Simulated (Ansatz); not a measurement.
## Geometry relaxation, with input and output: SiPH5O2

System: SiPH5O2.
Method: RKS PBE/STO-3G (Ansatz 0.2.0).

It belongs to a series of runs on one base structure; here: end point B relaxed. Figures and captions count atoms from 1; the log counts them from 0 in places.

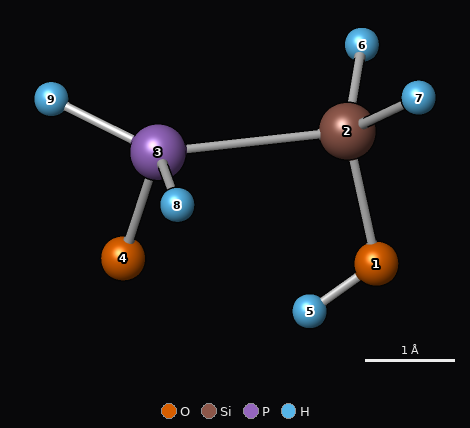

The structure as given in the input (ball-and-stick view, seen at a tilt; atoms are numbered from 1 in the order of the input).

Input:
```yaml
crystal:
  periodic: [false, false, false]
  atoms:
    - { symbol: O, position_ang: [-1.0108, 0.7681, -1.08] }
    - { symbol: Si, position_ang: [0.4601, 1.0621, -0.4775] }
    - { symbol: P, position_ang: [0.7186, -0.7496, 0.795] }
    - { symbol: O, position_ang: [-0.7287, -1.1584, 1.0461] }
    - { symbol: H, position_ang: [-1.5357, 0.1256, -0.6007] }
    - { symbol: H, position_ang: [0.4665, 2.3053, 0.355] }
    - { symbol: H, position_ang: [1.5007, 1.1081, -1.5549] }
    - { symbol: H, position_ang: [1.0842, -1.6298, -0.2546] }
    - { symbol: H, position_ang: [0.99065, -1.01677, 2.14207] }
basis:
  gaussian: { orbitals: STO-3G }
hamiltonian:
  xc: pbe
relax:
  f_tol: 0.02
  max_steps: 50
output:
  orbitals: {}
```

Hardware: 1 thread of Arm Neoverse V2, 24 GiB of memory available, shared host.

Launched with:
```bash
ansatz run input.yaml --threads 1 --pin off --max-ram 2048MiB --backend cpu --events-out ev --progress --plain --runs-dir out
```

Log:
```
The last accepted step is kept in [file] (removed where the run ends without a failure and the disk answers)
Engine: ansatz 0.2.0, aarch64-unknown-linux-gnu
Functional definition: PBE
  parameter kappa = 0.804
  parameter beta = 0.06672455060314922
  exchange = pbe_x(kappa = kappa, mu = beta*pi^2/3)
  correlation = pbe_c(beta = beta)
455 factors; integrals over basis functions are off by at most 9.8e-6 eV
mean field evaluation 1: about -21060.4551 eV, gradient 4.8e1 eV
mean field evaluation 2: about -20911.2941 eV, gradient 1.6e2 eV
mean field evaluation 4: about -21069.5453 eV, gradient 9.0e0 eV
mean field evaluation 8: about -21069.8054 eV, gradient 2.9e-1 eV
mean field evaluation 16: about -21069.8059 eV, gradient 4.6e-5 eV
mean field -21069.80591788 eV, -774.3010858548 hartree, gradient 4.6e-5 eV, S^2 0.000000; 0 other end points of the search recorded, 0 dependent functions left out
the calculation of the forces begins
reference -21069.80593771 eV, -774.3010865835 hartree; 25, 25 occupied and 8, 8 virtual orbitals, 455 factors
relax step   1: F+E_penalty+E_count = -21069.80591788 eV  Δ(F+E_penalty+E_count) = +0.000e0 eV  max|allowed force component| = 6.997e0 eV/Å  Δτ_max = 0.0000 Å  (25 SCF iters, accepted)
these checks for a lower state are left out or cut short: starts, cluster_reference, orbital_swaps, neighbouring_geometries, increment
455 factors; integrals over basis functions are off by at most 8.8e-6 eV
mean field -21071.68797097 eV, -774.3702500300 hartree, gradient 1.9e-5 eV, S^2 0.000000; 0 other end points of the search recorded, 0 dependent functions left out
[... from here on the field's lines of each further geometry are left out, up to the last ...]
relax step   2: F+E_penalty+E_count = -21071.68797097 eV  Δ(F+E_penalty+E_count) = -1.882e0 eV  max|allowed force component| = 2.551e0 eV/Å  Δτ_max = 0.1947 Å  (32 SCF iters, accepted)
relax step   3: F+E_penalty+E_count = -21072.51752504 eV  Δ(F+E_penalty+E_count) = -8.296e-1 eV  max|allowed force component| = 1.162e0 eV/Å  Δτ_max = 0.1947 Å  (33 SCF iters, accepted)
relax step   4: F+E_penalty+E_count = -21072.89605810 eV  Δ(F+E_penalty+E_count) = -3.785e-1 eV  max|allowed force component| = 1.826e0 eV/Å  Δτ_max = 0.1998 Å  (34 SCF iters, accepted)
relax step   5: F+E_penalty+E_count = -21073.07549639 eV  Δ(F+E_penalty+E_count) = -1.794e-1 eV  max|allowed force component| = 1.072e0 eV/Å  Δτ_max = 0.1277 Å  (27 SCF iters, accepted)
relax step   6: F+E_penalty+E_count = -21073.17775005 eV  Δ(F+E_penalty+E_count) = -1.023e-1 eV  max|allowed force component| = 3.997e-1 eV/Å  Δτ_max = 0.1389 Å  (26 SCF iters, accepted)
relax step   7: F+E_penalty+E_count = -21073.15244908 eV  Δ(F+E_penalty+E_count) = +2.530e-2 eV  max|allowed force component| = 8.452e-1 eV/Å  Δτ_max = 0.1285 Å  (26 SCF iters, rejected (line search))
relax step   8: F+E_penalty+E_count = -21073.20472355 eV  Δ(F+E_penalty+E_count) = -2.697e-2 eV  max|allowed force component| = 1.846e-1 eV/Å  Δτ_max = 0.0630 Å  (26 SCF iters, accepted)
relax step   9: F+E_penalty+E_count = -21073.21199329 eV  Δ(F+E_penalty+E_count) = -7.270e-3 eV  max|allowed force component| = 1.379e-1 eV/Å  Δτ_max = 0.0554 Å  (26 SCF iters, accepted)
relax step  10: F+E_penalty+E_count = -21073.21282198 eV  Δ(F+E_penalty+E_count) = -8.287e-4 eV  max|allowed force component| = 1.459e-1 eV/Å  Δτ_max = 0.0239 Å  (28 SCF iters, accepted)
relax step  11: F+E_penalty+E_count = -21073.21401360 eV  Δ(F+E_penalty+E_count) = -1.192e-3 eV  max|allowed force component| = 3.938e-2 eV/Å  Δτ_max = 0.0073 Å  (22 SCF iters, accepted)
the calculation of the forces begins
reference -21073.21411174 eV, -774.4263346687 hartree; 25, 25 occupied and 8, 8 virtual orbitals, 455 factors
relax step  12: F+E_penalty+E_count = -21073.21409245 eV  Δ(F+E_penalty+E_count) = -7.885e-5 eV  max|allowed force component| = 4.134e-3 eV/Å  Δτ_max = 0.0032 Å  (21 SCF iters, accepted)
455 factors; integrals over basis functions are off by at most 9.9e-6 eV
mean field evaluation 96: about -21073.2141 eV, gradient 1.4e-5 eV
```

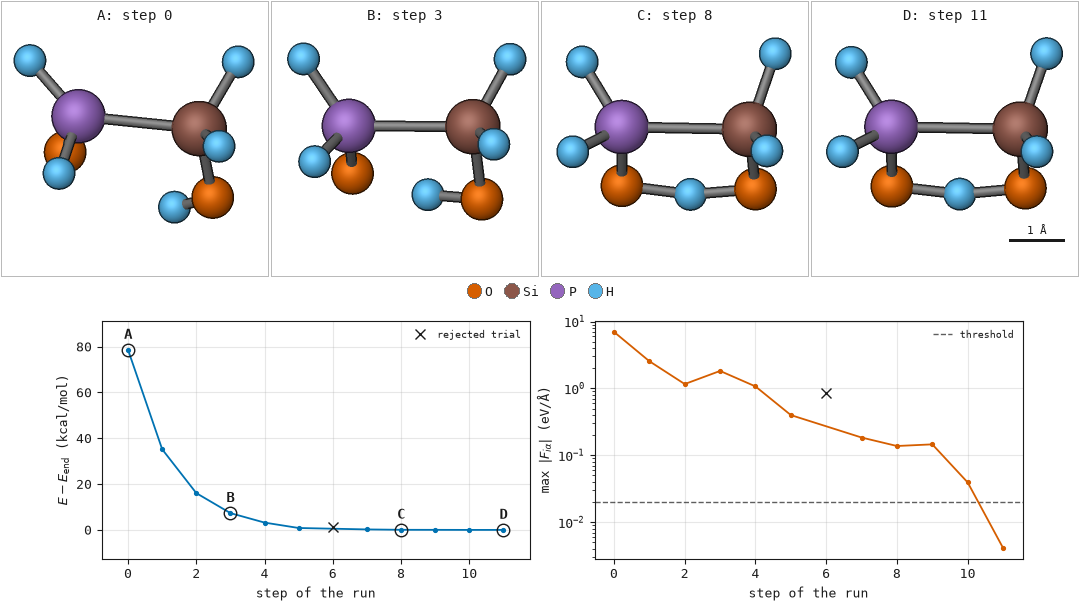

Frames of the relaxation (ball-and-stick view, seen at a tilt) above the curves, on which the letters mark them (the first geometry is step 0 here and step 1 in the log).

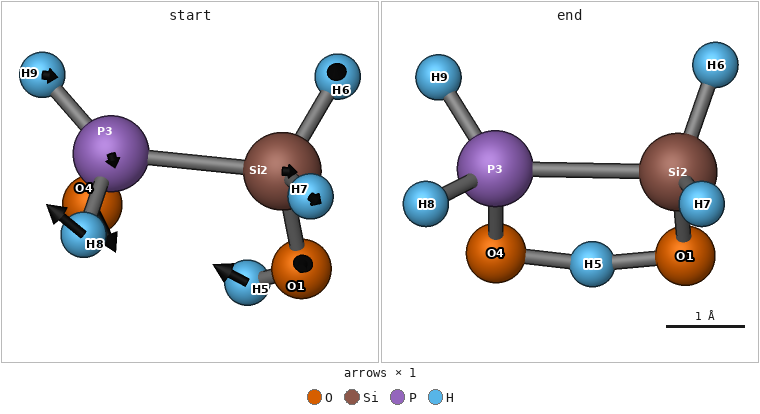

Before (left) and after (right) the relaxation, at one scale (ball-and-stick view, seen at a tilt). The black arrows give the displacements, at true length. O4 moves most after the best rigid fit: 0.70 Å. Largest moves by element: O 0.70 Å, H 0.63 Å, Si 0.21 Å, P 0.20 Å. Among the contacts that change: O4–H5 2.239 → 1.250 Å, O1–H5 0.958 → 1.233 Å, P3–O4 1.525 → 1.675 Å, Si2–P3 2.229 → 2.367 Å. Bonds break: O1–H5 (0.96 → 1.23 Å). Among the angles that change: Si2–P3–H8 96.4° → 123.2°, H8–P3–H9 122.9° → 97.2°, O4–P3–H9 88.6° → 109.9°. The energy falls by 78.6 kcal/mol in 11 geometry steps. The largest force component goes from 7 to 0.0041 eV/Å. The line search rejected the trial step at point 6 (counted from 0) and went back. (Atoms are counted from 1 in the order of the input.)

```
mean field -21073.21409245 eV, -774.4263339600 hartree, gradient 1.4e-5 eV, S^2 0.000000; 1 other end points of the search recorded, 0 dependent functions left out
the calculation of the forces begins
reference -21073.21411174 eV, -774.4263346687 hartree; 25, 25 occupied and 8, 8 virtual orbitals, 455 factors
Total energy: -21073.21411174 eV, -774.4263346687 hartree
Atom 0 at    -1.213721     0.928575    -0.810940 Å, force     0.000293    -0.002843     0.001887 eV/Å
Atom 1 at     0.391068     1.238135    -0.560283 Å, force     0.004134     0.002925    -0.000419 eV/Å
Atom 2 at     0.588373    -0.793237     0.638214 Å, force    -0.001021     0.001486    -0.001117 eV/Å
Atom 3 at    -1.028262    -1.178963     0.429013 Å, force    -0.001236     0.000460    -0.000771 eV/Å
Atom 4 at    -1.310174    -0.152191    -0.225536 Å, force     0.001683     0.001403    -0.000368 eV/Å
Atom 5 at     0.823056     2.320714     0.336004 Å, force    -0.001710    -0.002273    -0.001058 eV/Å
Atom 6 at     1.354290     1.190131    -1.670125 Å, force    -0.002529    -0.000944     0.001531 eV/Å
Atom 7 at     1.411516    -1.884525     0.204227 Å, force     0.000401    -0.000256    -0.000152 eV/Å
Atom 8 at     0.929405    -0.854009     2.029896 Å, force    -0.000016     0.000042     0.000468 eV/Å
Dipole moment:     0.704554    -0.099612     0.242564 e Å
```

Trajectory as extended XYZ (Å, eV, eV/Å), 12 frames, from step=1 to step=12:
```
9
Properties=species:S:1:pos:R:3:forces:R:3 step=1 energy=-21069.80592
O    -1.0108    0.7681   -1.0800   -0.2363   2.5762  -3.8002
Si    0.4601    1.0621   -0.4775    3.2793   2.2886   0.7294
P     0.7186   -0.7496    0.7950    0.3803   0.4957  -0.0112
O    -0.7287   -1.1584    1.0461   -6.9971  -0.7649  -0.4471
H    -1.5357    0.1256   -0.6007   -1.5927  -3.2513   3.0163
H     0.4665    2.3053    0.3550    0.1244  -0.3629  -0.5138
H     1.5007    1.1081   -1.5549   -0.7102   0.2190   0.3533
H     1.0842   -1.6298   -0.2546    2.2214  -1.2285  -0.4764
H     0.9907   -1.0168    2.1421    3.5311   0.0281   1.1497
9
Properties=species:S:1:pos:R:3:forces:R:3 step=2 energy=-21071.68797
O    -0.9991    0.7761   -1.0947   -1.4128   0.8119  -2.1591
Si    0.4915    1.1153   -0.4809    1.3823   0.2345   0.9228
P     0.5914   -0.7788    0.7941   -0.0831  -0.4307   0.1420
O    -0.9177   -1.1656    0.9996   -2.5509   0.1083  -0.6887
H    -1.5121    0.0862   -0.5454    0.3284  -1.1503   1.6694
H     0.4821    2.3302    0.3398    0.2466   0.1551  -0.1206
H     1.4877    1.1385   -1.5602   -0.1172   0.2623   0.0871
H     1.1809   -1.6798   -0.2185    0.8473  -0.1220   0.7701
H     1.1408   -1.0076    2.1365    1.3594   0.1310  -0.6230
9
Properties=species:S:1:pos:R:3:forces:R:3 step=3 energy=-21072.51752
O    -1.0345    0.7668   -1.1021   -0.8350   0.2686  -0.7797
Si    0.4892    1.1295   -0.4764    0.0970  -0.2892   0.2969
P     0.5024   -0.8029    0.7804    1.1619  -0.5109   0.1416
O    -1.0675   -1.1125    0.8871   -0.9191   0.3042  -0.7384
H    -1.4480    0.0394   -0.4439    0.5948  -0.5947   1.0807
H     0.5158    2.3523    0.3247    0.2157   0.1252   0.0878
H     1.4773    1.1768   -1.5506    0.1163   0.1363   0.0239
H     1.2719   -1.7275   -0.1137   -0.2359   0.3231   0.8003
H     1.2388   -1.0073    2.0648   -0.1958   0.2375  -0.9132
9
Properties=species:S:1:pos:R:3:forces:R:3 step=4 energy=-21072.89606
O    -1.0934    0.7469   -1.0574    0.4738   0.4472   0.0667
Si    0.4773    1.1367   -0.4902   -1.1132  -0.2017  -0.4393
P     0.4732   -0.8105    0.7481    1.8257  -0.2438  -0.0176
O    -1.1463   -1.0437    0.7168   -0.1727  -0.2162  -0.0605
H    -1.3517   -0.0367   -0.3041    0.0158  -0.2477   0.3156
H     0.5649    2.3501    0.3307    0.2302  -0.0455   0.1446
H     1.4733    1.2055   -1.5556    0.1998   0.0143   0.0356
H     1.3123   -1.7672   -0.0241   -0.6643   0.3313   0.4976
H     1.2362   -0.9664    2.0061   -0.7951   0.1622  -0.5427
9
Properties=species:S:1:pos:R:3:forces:R:3 step=5 energy=-21073.07550
O    -1.1642    0.8225   -0.9855    0.6171   0.0619   0.2277
Si    0.4443    1.1529   -0.5340   -0.8631   0.2167  -0.0218
P     0.5012   -0.7921    0.7100    1.0716  -0.5012  -0.1494
O    -1.1183   -1.1124    0.6128    0.0834   0.1458  -0.0780
H    -1.3350   -0.0800   -0.2789   -0.1802  -0.0749   0.1170
H     0.6695    2.3027    0.3718    0.0917  -0.2265  -0.1262
H     1.4513    1.2150   -1.5953    0.0768  -0.0424  -0.0039
H     1.3361   -1.8138    0.0639   -0.3888   0.3287   0.2847
H     1.1607   -0.8800    2.0057   -0.5086   0.0918  -0.2501
9
Properties=species:S:1:pos:R:3:forces:R:3 step=6 energy=-21073.17775
O    -1.2120    0.8779   -0.9057    0.3997   0.1169   0.1013
Si    0.3994    1.1812   -0.5512   -0.1339   0.3761   0.0526
P     0.5583   -0.8018    0.6453    0.0986  -0.1254  -0.0611
O    -1.0722   -1.1393    0.5002    0.1549  -0.0883   0.1654
H    -1.3410   -0.1064   -0.2376    0.0069  -0.1088  -0.0060
H     0.7571    2.2759    0.3885   -0.0703  -0.2577  -0.1992
H     1.4192    1.1974   -1.6093   -0.0888  -0.0099  -0.0368
H     1.3817   -1.8805    0.1377   -0.1615   0.1957   0.1786
H     1.0550   -0.7898    2.0025   -0.2056  -0.0987  -0.1947
9
Properties=species:S:1:pos:R:3:forces:R:3 step=7 energy=-21073.15245 accepted=F
O    -1.1902    0.9129   -0.8136    0.0424  -0.1945   0.0892
Si    0.4264    1.2074   -0.5474   -0.8210   0.3301  -0.3374
P     0.5553   -0.7789    0.6263    0.6476  -0.3088   0.3117
O    -1.0493   -1.1888    0.4451   -0.1590  -0.2754   0.1060
H    -1.3340   -0.1986   -0.2076    0.1356   0.8452  -0.4105
H     0.8441    2.2905    0.3592    0.0695  -0.0747   0.0106
H     1.3678    1.2160   -1.6805    0.0612  -0.0852   0.1034
H     1.3983   -1.8431    0.1834    0.0333  -0.1654   0.0055
H     0.9272   -0.8028    2.0056   -0.0097  -0.0712   0.1215
9
Properties=species:S:1:pos:R:3:forces:R:3 step=8 energy=-21073.20472
O    -1.2082    0.9035   -0.8699    0.0162  -0.0858   0.0731
Si    0.3950    1.2091   -0.5593    0.0399   0.1712  -0.0314
P     0.5722   -0.7899    0.6301    0.1332  -0.1846   0.1581
O    -1.0487   -1.1592    0.4798   -0.0710   0.1277  -0.1041
H    -1.3289   -0.1278   -0.2340    0.0289  -0.0632   0.0415
H     0.7875    2.2756    0.3799   -0.0032  -0.0455  -0.0730
H     1.3864    1.2021   -1.6450   -0.0429   0.0205   0.0025
H     1.3927   -1.8828    0.1868   -0.0175   0.0270  -0.0454
H     0.9976   -0.8159    2.0021   -0.0836   0.0327  -0.0213
9
Properties=species:S:1:pos:R:3:forces:R:3 step=9 energy=-21073.21199
O    -1.2138    0.9201   -0.8289    0.0320  -0.0019   0.0144
Si    0.3932    1.2230   -0.5567   -0.0424   0.1096  -0.0702
P     0.5838   -0.7892    0.6337   -0.0309  -0.1379   0.0729
O    -1.0346   -1.1725    0.4432   -0.0055   0.0134  -0.0139
H    -1.3219   -0.1439   -0.2303    0.0628  -0.0140   0.0256
H     0.8179    2.2990    0.3497   -0.0055   0.0127   0.0164
H     1.3621    1.1962   -1.6605    0.0014  -0.0133  -0.0235
H     1.4089   -1.8798    0.2006    0.0042   0.0053  -0.0311
H     0.9500   -0.8382    2.0196   -0.0162   0.0261   0.0094
9
Properties=species:S:1:pos:R:3:forces:R:3 step=10 energy=-21073.21282
O    -1.2113    0.9259   -0.8163   -0.0779  -0.0241  -0.0045
Si    0.3895    1.2427   -0.5651    0.0465  -0.1381   0.0894
P     0.5865   -0.7975    0.6401    0.0338   0.1459  -0.0716
O    -1.0310   -1.1791    0.4348   -0.0247   0.0363  -0.0296
H    -1.3101   -0.1526   -0.2239    0.0118  -0.0142   0.0098
H     0.8226    2.3160    0.3379    0.0003   0.0461   0.0266
H     1.3571    1.1953   -1.6679    0.0183   0.0019  -0.0480
H     1.4099   -1.8859    0.2005   -0.0071  -0.0205   0.0261
H     0.9324   -0.8502    2.0305   -0.0011  -0.0332   0.0019
9
Properties=species:S:1:pos:R:3:forces:R:3 step=11 energy=-21073.21401
O    -1.2138    0.9282   -0.8131    0.0394  -0.0037   0.0150
Si    0.3915    1.2387   -0.5608   -0.0200   0.0007  -0.0099
P     0.5891   -0.7933    0.6384   -0.0078   0.0067  -0.0058
O    -1.0279   -1.1778    0.4301   -0.0010   0.0001  -0.0010
H    -1.3089   -0.1518   -0.2251   -0.0105   0.0026  -0.0047
H     0.8214    2.3205    0.3388    0.0015  -0.0134  -0.0181
H     1.3540    1.1905   -1.6724   -0.0088   0.0075   0.0216
H     1.4103   -1.8860    0.2048    0.0045  -0.0019  -0.0020
H     0.9299   -0.8544    2.0299    0.0027   0.0013   0.0048
9
Properties=species:S:1:pos:R:3:forces:R:3 step=12 energy=-21073.21409
O    -1.2137    0.9286   -0.8109    0.0003  -0.0028   0.0019
Si    0.3911    1.2381   -0.5603    0.0041   0.0029  -0.0004
P     0.5884   -0.7932    0.6382   -0.0010   0.0015  -0.0011
O    -1.0283   -1.1790    0.4290   -0.0012   0.0005  -0.0008
H    -1.3102   -0.1522   -0.2255    0.0017   0.0014  -0.0004
H     0.8231    2.3207    0.3360   -0.0017  -0.0023  -0.0011
H     1.3543    1.1901   -1.6701   -0.0025  -0.0009   0.0015
H     1.4115   -1.8845    0.2042    0.0004  -0.0003  -0.0002
H     0.9294   -0.8540    2.0299    0.0000   0.0000   0.0005
```

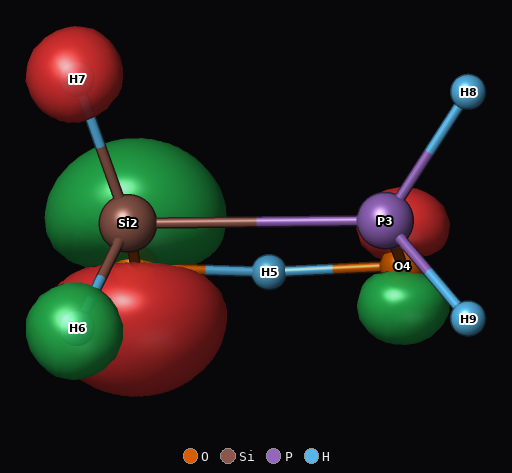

One frontier orbital at ±0.15 Å⁻³ᐟ² (green and red are the two phases), seen from the side. The HOMO, at −0.98 eV.

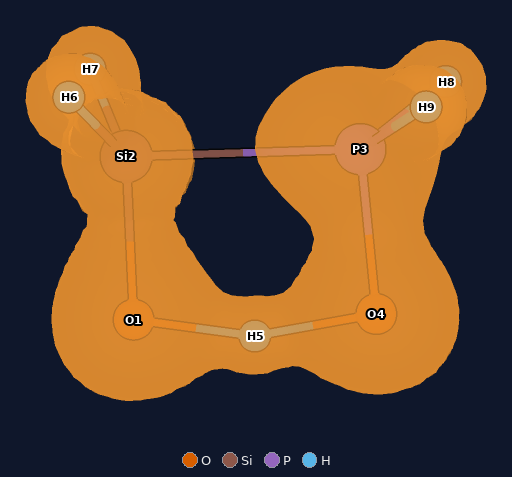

Isosurface of the electron density at 0.6 e/Å³ (orange), seen face on. At this value the surface is in one piece. It is pinched off along the Si–P (2.37 Å) contacts. On the grid the lowest density along these lines, outside the cores, is 0.92 e/Å³ (Si–O, 1.65 Å), 1 e/Å³ (P–O, 1.68 Å), 0.48 e/Å³ (Si–P, 2.37 Å) and 1.2 e/Å³ (O–H, 1.23 Å).

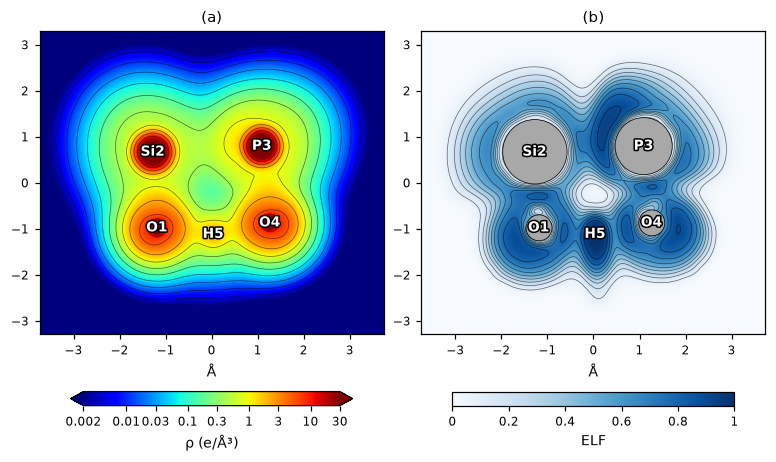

(a) total electron density; (b) ELF on the plane of atoms P3, O4 and H5. Grey discs, where drawn, cover atomic cores. Atoms in the plane: O, Si, P and H. Si–P (2.37 Å): ρ is about 0.51 e/Å³ halfway; the ELF peaks at about 0.90 between the atoms (a shared electron pair).

Results in brief:

```csv
quantity,value
outcome,converged
total energy,−21073.2141 eV
mean-field energy,−21073.2141 eV
largest force (length of the vector) at the end,0.005 eV/Å
wall time,22 s
peak memory,0.12 GiB
```
